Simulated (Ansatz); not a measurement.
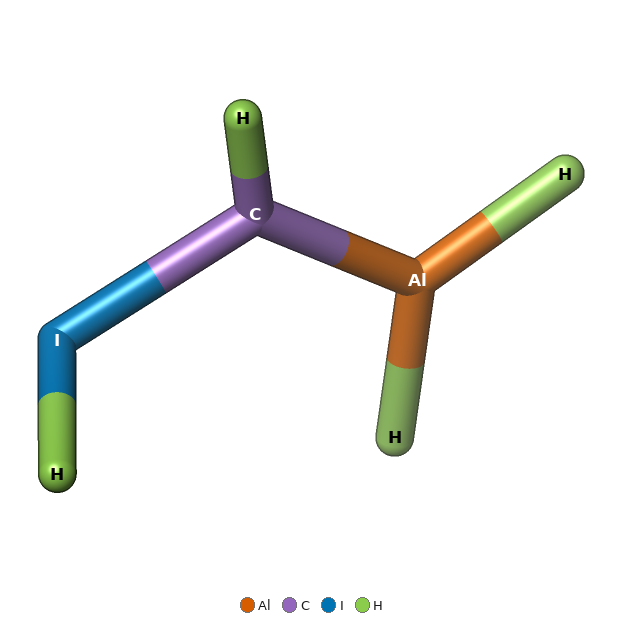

The geometry was computed by an optimisation with PBE-D4/def2-SVP. No frequency run is at hand to confirm it as a minimum. Level of theory: RKS PBE-D4/def2-SVP, core potentials on I (Ansatz 0.2.0).

What does the calculation give?

The species is CH₄AlI.
- dipole moment: 3.15 D
- dispersion correction: −14.1 kJ/mol
